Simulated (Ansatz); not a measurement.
# Ga2BH (triplet): correlated methods under varied settings at distance Ga2–Ga3 = 2.143 Å

What do other methods and options give for Ga2BH (triplet) at this geometry, and how long do they take?

Program: Ansatz 0.2.0, Gaussian basis. Level of theory: the settings change from run to run. These are calculated values, not measurements.

32 further runs of the same task are left out: 2 for a mislabelled method, 24 that didn't finish, 6 set aside as unsound or not needed.

### 1 The geometry

The geometry derives from a PBE0/def2-TZVP stationary point (not a proven minimum). One bond is set to the value named and the two fragments are kept rigid. No spin-orbit coupling is included. The filled d shell of Ga may be among the frozen orbitals whatever the setting's name suggests; the logs give the count.

4 atoms, charge 0, spin multiplicity 3.

Atoms are counted from 1 here; the program's logs count them from 0.

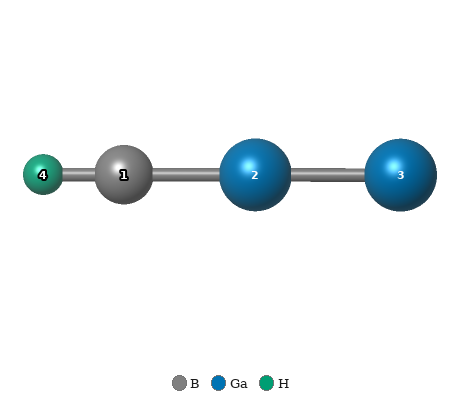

The geometry (boron grey, gallium blue, hydrogen teal); atoms are numbered from 1 in the order of the file.

As a file:

```
B     0.00000    0.00000    1.20911
Ga    0.00000    0.00000   -0.73187
Ga    0.00000    0.00000   -2.87487
H     0.00000    0.00000    2.39764
```

### 2 CCSD(T) on UHF/cc-pVDZ

Contents of in.yaml:

```yaml
crystal:
  periodic: [false, false, false]
  atoms:
    - {symbol: B, position_ang: [0.000000, 0.000000, 1.209110]}
    - {symbol: Ga, position_ang: [0.000000, 0.000000, -0.731874]}
    - {symbol: Ga, position_ang: [0.000000, 0.000000, -2.874874]}
    - {symbol: H, position_ang: [0.000000, 0.000000, 2.397638]}
basis:
  gaussian: {orbitals: cc-pVDZ}
magnetization: {spin_polarized: true, initial_magnetization: 2}
correlation: {method: ccsd_t, electrons: outside_noble_gas}
scf: {lower_state_search: off}
```

Started as:

```bash
$ ansatz run in.yaml --threads 1 --pin off --events-out ev --progress --plain --max-ram 2393MiB
```

The log of the run (excerpt; [...] marks lines left out):

```text
Functional definition: HF
  name "HF"
  cite "Fock, Z. Phys. 61, 126 (1930) doi:10.1007/BF01340294"
  parent pbe
[...]
828 factors; integrals over basis functions are off by at most 8.9e-4 eV
[...]
mean field -105350.71505096 eV, -3871.5673688433 hartree, gradient 4.3e-6 eV, S^2 2.542844; 0 other end points of the search recorded, 0 dependent functions left out
29 core orbitals not correlated: weight in the atoms' cores, before any rotation towards them, 0.997 or more for the frozen orbitals, at most 0.002 for the correlated occupied ones
reference -105350.71505096 eV, -3871.5673688433 hartree; 6, 4 occupied and 38, 40 virtual orbitals, 828 factors
second order -3.73059507 eV of doubles, -0.00000000 eV of singles
cycle   1  -4.43499826 eV  change   -7.0e-1 eV  update   9.7e-2
[...]
cycle  24  -5.01643269 eV  change    6.0e-6 eV  update   5.0e-6
perturbative correction -0.23094721 eV, -0.0084871535 hartree
Total energy: -105355.96243086 eV, -3871.7602064977 hartree
Checks for a lower state left out: stability, starts, cluster_reference, orbital_swaps, neighbouring_geometries, increment
```

Wall time 6.5 s (1 thread of Intel Xeon Platinum 8488C, shared host).

From the report: ⟨S²⟩ of the determinant 2.543 (pure triplet: 2.00); correlation -5.2474 eV; T1 0.111; largest double amplitude 0.08. The determinant is far from a pure spin state, so its energy mixes those of several spin states (harmless only where they are near-degenerate, as at dissociation).

### 3 NEVPT2(2,3)/STO-3G

Contents of in.yaml:

```yaml
crystal:
  periodic: [false, false, false]
  atoms:
    - {symbol: B, position_ang: [0.000000, 0.000000, 1.209110]}
    - {symbol: Ga, position_ang: [0.000000, 0.000000, -0.731874]}
    - {symbol: Ga, position_ang: [0.000000, 0.000000, -2.874874]}
    - {symbol: H, position_ang: [0.000000, 0.000000, 2.397638]}
basis:
  gaussian: {orbitals: STO-3G}
magnetization: {spin_polarized: false, initial_magnetization: 2}
correlation: {method: sc_nevpt2, electrons: valence, active_space: {window: {electrons: 2, orbitals: 3}, states: [{multiplicity: 3, weights: [1, 1]}]}}
output: {forces: true}
```

Launched as before.

The log of the run (excerpt; [...] marks lines left out):

```text
Functional definition: HF
  name "HF"
  cite "Fock, Z. Phys. 61, 126 (1930) doi:10.1007/BF01340294"
  parent pbe
[...]
554 factors; integrals over basis functions are off by at most 5.0e-8 eV
[...]
mean field -104134.03337929 eV, -3826.8551421060 hartree, gradient 5.8e-7 eV, S^2 2.000000; 25 other end points of the search recorded, 0 dependent functions left out
reference -104134.03337929 eV, -3826.8551421060 hartree; 35, 33 occupied and 7, 9 virtual orbitals, 554 factors
state -104130.40951300 eV, -3826.7219674763 hartree
state -104129.12580549 eV, -3826.6747920953 hartree
state -104130.40951300 eV, -3826.7219674763 hartree; corrected -104134.06515769 eV, -3826.8563099405 hartree
state -104129.12580549 eV, -3826.6747920953 hartree; corrected -104132.23851701 eV, -3826.7891821339 hartree
state -104130.91546385 eV, -3826.7405608270 hartree
state -104126.56985455 eV, -3826.5808626306 hartree
[...]
state -104124.37439667 eV, -3826.5001810417 hartree; corrected -104129.64141525 eV, -3826.6937404044 hartree
state -104130.91546385 eV, -3826.7405608270 hartree; corrected -104135.36311000 eV, -3826.9040088081 hartree
state -104126.56985455 eV, -3826.5808626306 hartree; corrected -104131.88716139 eV, -3826.7762700530 hartree
[...]
WARN: the results are in doubt because another end's mean lies 1.025 eV lower, and its corrected mean 0.473 eV higher
Total energy: -104133.62513570 eV, -3826.8401394306 hartree
Atom 0 at     0.000000     0.000000     1.209110 Å, force     0.000000    -0.000000    -2.955609 eV/Å
Atom 1 at     0.000000     0.000000    -0.731874 Å, force    -0.000000     0.000000     2.562515 eV/Å
Atom 2 at     0.000000     0.000000    -2.874874 Å, force     0.000000    -0.000000     0.951054 eV/Å
Atom 3 at     0.000000     0.000000     2.397638 Å, force    -0.000000    -0.000000    -0.557960 eV/Å
Dipole moment:    -0.000000    -0.000000     0.107589 e Å
In doubt: another end's mean lies 1.025 eV lower, and its corrected mean 0.473 eV higher
```

It took 46 s on 1 thread of Intel Xeon Platinum 8488C, shared host.

From the report: 5 determinants; active occupations (of the averaged states) 1.00, 0.50, 0.50. The program marks this result as in doubt; its last lines say why.

### 4 HF/cc-pVDZ

Contents of in.yaml:

```yaml
crystal:
  periodic: [false, false, false]
  atoms:
    - {symbol: B, position_ang: [0.000000, 0.000000, 1.209110]}
    - {symbol: Ga, position_ang: [0.000000, 0.000000, -0.731874]}
    - {symbol: Ga, position_ang: [0.000000, 0.000000, -2.874874]}
    - {symbol: H, position_ang: [0.000000, 0.000000, 2.397638]}
basis:
  gaussian: {orbitals: cc-pVDZ}
magnetization: {spin_polarized: true, initial_magnetization: 2}
hamiltonian: {xc: hf}
scf: {lower_state_search: off}
output: {orbitals: {seedname: orbitals}}
```

The command is unchanged.

The log of the run (excerpt; [...] marks lines left out):

```text
Functional definition: HF
  name "HF"
  cite "Fock, Z. Phys. 61, 126 (1930) doi:10.1007/BF01340294"
  parent pbe
[...]
828 factors; integrals over basis functions are off by at most 8.9e-4 eV
[...]
mean field -105350.71505096 eV, -3871.5673688433 hartree, gradient 4.3e-6 eV, S^2 2.542844; 0 other end points of the search recorded, 0 dependent functions left out
reference -105350.71505096 eV, -3871.5673688433 hartree; 35, 33 occupied and 38, 40 virtual orbitals, 828 factors
Total energy: -105350.71505096 eV, -3871.5673688433 hartree
Checks for a lower state left out: stability, starts, cluster_reference, orbital_swaps, neighbouring_geometries, increment
```

It took 4.3 s on 1 thread of Intel Xeon Platinum 8488C, shared host.

From the report: ⟨S²⟩ of the determinant 2.543 (pure triplet: 2.00). The determinant is far from a pure spin state, so its energy mixes those of several spin states (harmless only where they are near-degenerate, as at dissociation).

### 5 The runs in one table

Where basis and cores are those of an earlier RCCSDT(Q)/cc-pVDZ run (-105356.0590 eV), and the state is the same kind, the miss against it is given. † marks a result that the program doubts.

```tsv
level	correlated	functions	energy (eV)	from RCCSDT(Q) (meV)	time
CCSD(T) on UHF/cc-pVDZ	outside noble gas	73	-105355.9624	96.6	6.5 s
NEVPT2(2,3)/STO-3G (mean of several states) †	valence	42	-104133.6251		46 s
HF/cc-pVDZ		73	-105350.7151	5343.9	4.3 s
```

### 6 Outcome

| quantity | value |
| --- | --- |
| runs | 3 |
| quickest | HF/cc-pVDZ, 4.3 s |
| slowest | NEVPT2(2,3)/STO-3G (mean of several states) †, 46 s |

What this shows: Total energies in different bases, with other cores or another treatment of relativity can't be set against each other. NEVPT2(2,3)/STO-3G (mean of several states) † took 11 times as long as HF/cc-pVDZ; the jobs differ in more than the method. Hartree-Fock, CASSCF and CASCI lack dynamic correlation by design.
